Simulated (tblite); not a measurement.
CH₁₁PSi₃: geometry relaxation

CH₁₁PSi₃, SMILES [SiH3][SiH2]C[SiH2]P, computed with GFN2-xTB geometry optimisation, gas phase (tblite 0.8.0).

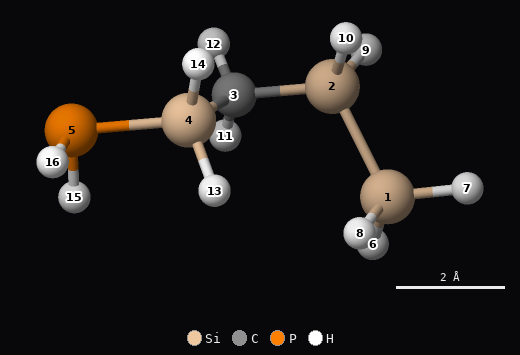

The input geometry (ball-and-stick view, seen at a tilt; atoms are numbered from 1 in the order of the input).

## Summary

| quantity | value |
| --- | --- |
| outcome | converged |
| total energy | −419.7681 eV |
| hardware | 1 CPU thread, shared host |
| wall time | 2.3 s |
| peak memory | 0.18 GiB |

## The input
```
{"job": {"xc": "GFN2-xTB", "basis": "xTB", "kind": "relax"}, "charge": 0, "multiplicity": 1}
Si    -2.424200     1.044200     0.600300
Si    -1.396500    -1.005800     0.393600
C      0.168400    -0.918600    -0.597000
Si     1.462600    -0.105800     0.417400
P      3.335800     0.003100    -0.756000
H     -2.657100     1.630000    -0.751600
H     -3.741600     0.913300     1.288600
H     -1.567600     1.981500     1.384900
H     -2.324100    -1.936700    -0.289800
H     -1.139000    -1.609200     1.746400
H     -0.017400    -0.362200    -1.530300
H      0.469100    -1.927400    -0.886200
H      1.086900     1.279500     0.787400
H      1.759100    -0.881000     1.658000
H      2.929300     1.047300    -1.637300
H      4.048700     0.856700     0.123900
```

The first line tells a small driver script what to run in tblite; the rest is the geometry in Å.

Command:
```bash
OMP_NUM_THREADS=1 python <driver script> task.json out
```

## Log
```
step      E/eV     max force
  0    -419.53335    1.782
  1    -419.64308    0.759
  2    -419.68647    0.444
  3    -419.70203    0.358
  4    -419.71618    0.283
  5    -419.72621    0.243
  6    -419.73258    0.202
  7    -419.73708    0.157
  8    -419.74074    0.152
  9    -419.74378    0.125
 10    -419.74617    0.136
 11    -419.74843    0.123
 12    -419.75050    0.111
 13    -419.75202    0.119
 14    -419.75307    0.084
 15    -419.75386    0.067
 16    -419.75453    0.074
 17    -419.75514    0.069
 18    -419.75571    0.060
 19    -419.75630    0.065
 20    -419.75693    0.072
 21    -419.75760    0.073
 22    -419.75830    0.070
 23    -419.75899    0.059
 24    -419.75958    0.056
 25    -419.76002    0.048
 26    -419.76038    0.048
 27    -419.76074    0.054
 28    -419.76112    0.055
 29    -419.76145    0.041
 30    -419.76170    0.041
 31    -419.76194    0.037
 32    -419.76222    0.044
 33    -419.76251    0.051
 34    -419.76277    0.041
 35    -419.76301    0.052
 36    -419.76328    0.052
 37    -419.76363    0.063
 38    -419.76398    0.050
 39    -419.76420    0.030
 40    -419.76434    0.030
 41    -419.76447    0.030
 42    -419.76466    0.040
 43    -419.76488    0.037
 44    -419.76503    0.029
 45    -419.76509    0.022
 46    -419.76512    0.019
 47    -419.76516    0.022
 48    -419.76523    0.034
 49    -419.76531    0.032
 50    -419.76536    0.017
 51    -419.76538    0.012
 52    -419.76540    0.010
 53    -419.76543    0.018
 54    -419.76545    0.019
 55    -419.76547    0.010
 56    -419.76548    0.007
 57    -419.76548    0.006
 58    -419.76549    0.011
 59    -419.76550    0.012
 60    -419.76551    0.007
 61    -419.76552    0.005
 62    -419.76552    0.004
 63    -419.76552    0.009
 64    -419.76553    0.013
 65    -419.76554    0.011
 66    -419.76554    0.005
 67    -419.76555    0.004
 68    -419.76555    0.005
 69    -419.76556    0.010
 70    -419.76556    0.014
 71    -419.76558    0.013
 72    -419.76559    0.007
 73    -419.76560    0.005
 74    -419.76560    0.007
 75    -419.76561    0.012
 76    -419.76562    0.016
 77    -419.76564    0.016
 78    -419.76565    0.009
 79    -419.76566    0.006
 80    -419.76567    0.006
 81    -419.76567    0.010
 82    -419.76569    0.017
 83    -419.76572    0.022
 84    -419.76576    0.019
 85    -419.76579    0.011
 86    -419.76581    0.011
 87    -419.76582    0.012
 88    -419.76584    0.016
 89    -419.76588    0.017
 90    -419.76591    0.013
 91    -419.76593    0.008
 92    -419.76594    0.007
 93    -419.76595    0.011
 94    -419.76597    0.014
 95    -419.76599    0.012
 96    -419.76601    0.010
 97    -419.76602    0.009
 98    -419.76603    0.008
 99    -419.76604    0.009
100    -419.76606    0.013
101    -419.76608    0.015
102    -419.76611    0.015
103    -419.76614    0.017
104    -419.76617    0.013
105    -419.76619    0.010
106    -419.76621    0.009
107    -419.76621    0.010
108    -419.76624    0.013
109    -419.76626    0.011
110    -419.76628    0.012
111    -419.76630    0.012
112    -419.76633    0.014
113    -419.76637    0.020
114    -419.76641    0.021
115    -419.76645    0.012
116    -419.76647    0.010
117    -419.76649    0.009
118    -419.76650    0.010
119    -419.76652    0.010
120    -419.76652    0.009
121    -419.76653    0.007
122    -419.76654    0.006
123    -419.76655    0.005
124    -419.76655    0.007
125    -419.76657    0.008
126    -419.76658    0.008
127    -419.76659    0.009
128    -419.76660    0.011
129    -419.76662    0.012
130    -419.76664    0.012
131    -419.76667    0.013
132    -419.76670    0.011
133    -419.76672    0.012
134    -419.76675    0.011
135    -419.76678    0.015
136    -419.76681    0.017
137    -419.76687    0.022
138    -419.76694    0.027
139    -419.76701    0.022
140    -419.76706    0.018
141    -419.76711    0.022
142    -419.76717    0.027
143    -419.76727    0.028
144    -419.76741    0.023
145    -419.76745    0.012
146    -419.76747    0.014
147    -419.76750    0.011
148    -419.76753    0.014
149    -419.76755    0.013
150    -419.76757    0.010
151    -419.76758    0.009
152    -419.76760    0.009
153    -419.76761    0.008
154    -419.76762    0.007
155    -419.76763    0.006
156    -419.76763    0.006
157    -419.76764    0.006
158    -419.76764    0.004
159    -419.76765    0.003
160    -419.76765    0.003
161    -419.76765    0.006
162    -419.76766    0.006
163    -419.76766    0.005
164    -419.76767    0.004
165    -419.76767    0.004
166    -419.76767    0.004
167    -419.76767    0.006
168    -419.76768    0.005
169    -419.76768    0.003
170    -419.76768    0.003
171    -419.76768    0.003
172    -419.76769    0.005
173    -419.76769    0.004
174    -419.76769    0.005
175    -419.76770    0.005
176    -419.76770    0.005
177    -419.76771    0.008
178    -419.76771    0.011
179    -419.76772    0.013
180    -419.76774    0.014
181    -419.76775    0.011
182    -419.76775    0.005
183    -419.76776    0.009
184    -419.76776    0.010
185    -419.76777    0.013
186    -419.76779    0.014
187    -419.76780    0.011
188    -419.76782    0.009
189    -419.76783    0.007
190    -419.76783    0.007
191    -419.76784    0.008
192    -419.76785    0.011
193    -419.76787    0.011
194    -419.76789    0.013
195    -419.76790    0.010
196    -419.76791    0.006
197    -419.76792    0.005
198    -419.76792    0.007
199    -419.76793    0.010
200    -419.76794    0.011
201    -419.76795    0.008
202    -419.76796    0.005
203    -419.76796    0.006
204    -419.76797    0.005
205    -419.76797    0.008
206    -419.76798    0.009
207    -419.76799    0.009
208    -419.76800    0.009
209    -419.76801    0.011
210    -419.76802    0.010
211    -419.76803    0.007
212    -419.76803    0.004
213    -419.76804    0.004
214    -419.76804    0.010
215    -419.76805    0.010
216    -419.76806    0.006
217    -419.76807    0.006
218    -419.76808    0.007
219    -419.76809    0.008
220    -419.76809    0.007
221    -419.76810    0.005
222    -419.76810    0.005
223    -419.76811    0.007
224    -419.76811    0.006
225    -419.76812    0.006
226    -419.76812    0.005
227    -419.76812    0.004
228    -419.76813    0.005
229    -419.76813    0.005
230    -419.76813    0.004
231    -419.76813    0.003
```

## Trajectory as extended XYZ (Å, eV, eV/Å), 7 of the 12 frames kept, from step=0 to step=231
```
16
Properties=species:S:1:pos:R:3:forces:R:3 step=0 energy=-419.53335
Si   -2.4242    1.0442    0.6003   -0.0840   0.2390   0.0570
Si   -1.3965   -1.0058    0.3936   -1.3740  -0.3700   0.9010
C     0.1684   -0.9186   -0.5970   -0.3150  -0.4400  -1.2240
Si    1.4626   -0.1058    0.4174    1.0830   0.7900   1.1740
P     3.3358    0.0031   -0.7560    0.6700   0.5780  -0.4200
H    -2.6571    1.6300   -0.7516    0.0020  -0.0350   0.4490
H    -3.7416    0.9133    1.2886    0.4270   0.1530  -0.2470
H    -1.5676    1.9815    1.3849   -0.3770  -0.1720  -0.2570
H    -2.3241   -1.9367   -0.2898    0.1580  -0.0230   0.0650
H    -1.1390   -1.6092    1.7464    0.0060   0.1300  -0.5410
H    -0.0174   -0.3622   -1.5303    0.1180  -0.2160   0.2510
H     0.4691   -1.9274   -0.8862    0.0960   0.0940  -0.0610
H     1.0869    1.2795    0.7874   -0.0940  -0.2220   0.0550
H     1.7591   -0.8810    1.6580   -0.0860   0.2310  -0.3450
H     2.9293    1.0473   -1.6373    0.2140  -0.4490   0.5890
H     4.0487    0.8567    0.1239   -0.4440  -0.2880  -0.4460
16
Properties=species:S:1:pos:R:3:forces:R:3 step=42 energy=-419.76466
Si   -2.4953    1.0382    0.5999    0.0080  -0.0210  -0.0040
Si   -1.5045   -1.0359    0.3875   -0.0270  -0.0240   0.0170
C     0.1687   -0.9056   -0.5176   -0.0040   0.0080   0.0100
Si    1.5579   -0.0536    0.4544    0.0330   0.0100   0.0030
P     3.3939   -0.0273   -0.8386   -0.0010   0.0050  -0.0050
H    -2.7239    1.6848   -0.6961   -0.0110   0.0140  -0.0120
H    -3.8013    0.9695    1.2584   -0.0160  -0.0040  -0.0020
H    -1.6920    1.9785    1.3852    0.0120   0.0140   0.0130
H    -2.3302   -1.9821   -0.3855    0.0170   0.0180   0.0120
H    -1.2585   -1.6940    1.6798    0.0120   0.0050  -0.0250
H     0.0140   -0.3785   -1.4600    0.0080   0.0150  -0.0260
H     0.5091   -1.9047   -0.7912    0.0000  -0.0170   0.0060
H     1.1506    1.2988    0.8636   -0.0150   0.0000   0.0010
H     1.9101   -0.8186    1.6550   -0.0020  -0.0050   0.0150
H     2.9797    1.0263   -1.6326   -0.0110  -0.0060  -0.0080
H     4.1139    0.8132   -0.0100   -0.0020  -0.0130   0.0040
16
Properties=species:S:1:pos:R:3:forces:R:3 step=84 energy=-419.76576
Si   -2.5107    1.0386    0.6048   -0.0050   0.0030   0.0000
Si   -1.4985   -1.0240    0.3833   -0.0120  -0.0030   0.0030
C     0.1781   -0.8951   -0.5146    0.0060   0.0000   0.0090
Si    1.5682   -0.0476    0.4615   -0.0090   0.0030   0.0170
P     3.3955   -0.0521   -0.8407    0.0100   0.0000  -0.0060
H    -2.7178    1.7216   -0.6771    0.0080  -0.0050  -0.0030
H    -3.8364    0.9357    1.2204    0.0000   0.0000   0.0030
H    -1.7408    1.9674    1.4379    0.0000   0.0010   0.0030
H    -2.3169   -1.9719   -0.3932    0.0010   0.0030   0.0050
H    -1.2454   -1.6832    1.6727    0.0010  -0.0010  -0.0070
H     0.0343   -0.3734   -1.4625    0.0010   0.0060  -0.0010
H     0.5149   -1.8985   -0.7782    0.0060  -0.0070  -0.0050
H     1.1607    1.3091    0.8593    0.0000  -0.0070  -0.0030
H     1.9112   -0.8048    1.6713   -0.0040   0.0080  -0.0110
H     2.9722    0.9819   -1.6554    0.0000   0.0000  -0.0050
H     4.1238    0.8051   -0.0372   -0.0010  -0.0030   0.0010
16
Properties=species:S:1:pos:R:3:forces:R:3 step=126 energy=-419.76658
Si   -2.5173    1.0234    0.6348    0.0020  -0.0050  -0.0010
Si   -1.4916   -1.0307    0.3962    0.0050   0.0030  -0.0020
C     0.1740   -0.8695   -0.5185   -0.0030  -0.0020   0.0000
Si    1.5617   -0.0104    0.4509   -0.0060  -0.0030  -0.0010
P     3.4114   -0.1081   -0.8168   -0.0050   0.0010   0.0030
H    -2.5566    1.7889   -0.6165    0.0010   0.0010   0.0000
H    -3.9096    0.9003    1.0749   -0.0010   0.0000   0.0000
H    -1.8498    1.8836    1.6162    0.0000   0.0010   0.0030
H    -2.3068   -1.9847   -0.3762    0.0040   0.0050   0.0040
H    -1.2136   -1.6945    1.6780   -0.0040  -0.0010  -0.0050
H     0.0120   -0.3360   -1.4572    0.0000  -0.0060   0.0010
H     0.5229   -1.8642   -0.8003   -0.0010   0.0010   0.0030
H     1.1676    1.3661    0.7881   -0.0010   0.0000  -0.0040
H     1.8704   -0.7239    1.6951    0.0020  -0.0010   0.0000
H     2.9960    0.8520   -1.7210    0.0000   0.0040  -0.0050
H     4.1217    0.8169   -0.0755    0.0050   0.0010   0.0040
16
Properties=species:S:1:pos:R:3:forces:R:3 step=147 energy=-419.76750
Si   -2.4942    1.0222    0.6633    0.0020   0.0080   0.0010
Si   -1.4960   -1.0408    0.3965   -0.0060  -0.0090   0.0000
C     0.1713   -0.8997   -0.5163    0.0020   0.0000   0.0040
Si    1.5414    0.0194    0.4210    0.0020   0.0070   0.0060
P     3.4024   -0.1046   -0.8275    0.0010   0.0090  -0.0040
H    -2.4138    1.8549   -0.5423    0.0000   0.0010   0.0040
H    -3.9206    0.9093    0.9806    0.0010   0.0030   0.0010
H    -1.8921    1.8096    1.7436   -0.0060  -0.0020  -0.0040
H    -2.3223   -1.9725   -0.3911   -0.0010  -0.0010   0.0100
H    -1.2299   -1.7236    1.6710   -0.0030   0.0000  -0.0090
H     0.0079   -0.4094   -1.4777   -0.0010  -0.0040  -0.0040
H     0.5311   -1.9021   -0.7519    0.0070  -0.0040  -0.0060
H     1.1227    1.4043    0.6872    0.0020   0.0000   0.0050
H     1.8502   -0.6295    1.7001   -0.0010  -0.0010  -0.0020
H     3.0132    0.8675   -1.7314    0.0050  -0.0060   0.0020
H     4.1210    0.8041   -0.0729   -0.0040  -0.0020  -0.0030
16
Properties=species:S:1:pos:R:3:forces:R:3 step=189 energy=-419.76783
Si   -2.4760    1.0236    0.6733   -0.0040   0.0000   0.0010
Si   -1.4966   -1.0488    0.4018    0.0010   0.0050  -0.0020
C     0.1693   -0.9142   -0.5158    0.0030   0.0020   0.0000
Si    1.5326    0.0266    0.4112   -0.0030  -0.0010   0.0060
P     3.4030   -0.0962   -0.8229    0.0010  -0.0020  -0.0030
H    -2.2862    1.9041   -0.4849   -0.0010  -0.0020  -0.0050
H    -3.9247    0.9303    0.8762    0.0010   0.0020  -0.0020
H    -1.9470    1.7554    1.8279    0.0000  -0.0030   0.0040
H    -2.3306   -1.9798   -0.3779   -0.0010   0.0020   0.0020
H    -1.2315   -1.7298    1.6771    0.0030  -0.0020  -0.0020
H     0.0018   -0.4376   -1.4835    0.0010   0.0000  -0.0010
H     0.5357   -1.9171   -0.7398   -0.0010   0.0000   0.0030
H     1.1041    1.4115    0.6626   -0.0010  -0.0030   0.0020
H     1.8412   -0.6083    1.6974    0.0010   0.0010   0.0010
H     3.0013    0.8390   -1.7590   -0.0010   0.0020  -0.0030
H     4.0958    0.8501   -0.0914    0.0010  -0.0010  -0.0010
16
Properties=species:S:1:pos:R:3:forces:R:3 step=231 energy=-419.76813
Si   -2.4626    1.0337    0.6623    0.0010   0.0010   0.0000
Si   -1.4992   -1.0481    0.4067    0.0010   0.0010   0.0000
C     0.1760   -0.9339   -0.4965    0.0000   0.0010  -0.0010
Si    1.5405    0.0083    0.4277   -0.0030  -0.0010   0.0000
P     3.3841   -0.0634   -0.8507    0.0010  -0.0020   0.0000
H    -2.2006    1.9263   -0.4725    0.0000   0.0010  -0.0010
H    -3.9209    0.9622    0.7902    0.0000  -0.0010  -0.0010
H    -1.9819    1.7386    1.8542    0.0000   0.0000   0.0000
H    -2.3370   -1.9707   -0.3788    0.0000  -0.0020   0.0010
H    -1.2504   -1.7308    1.6842    0.0010   0.0000   0.0010
H     0.0198   -0.4680   -1.4713    0.0000   0.0000  -0.0010
H     0.5377   -1.9417   -0.7053    0.0000   0.0010   0.0000
H     1.0973    1.3814    0.7150    0.0000  -0.0010   0.0000
H     1.8823   -0.6469    1.6951    0.0010   0.0000  -0.0020
H     2.9357    0.8637   -1.7738   -0.0010   0.0010   0.0000
H     4.0716    0.8982   -0.1343    0.0010  -0.0010   0.0010
```
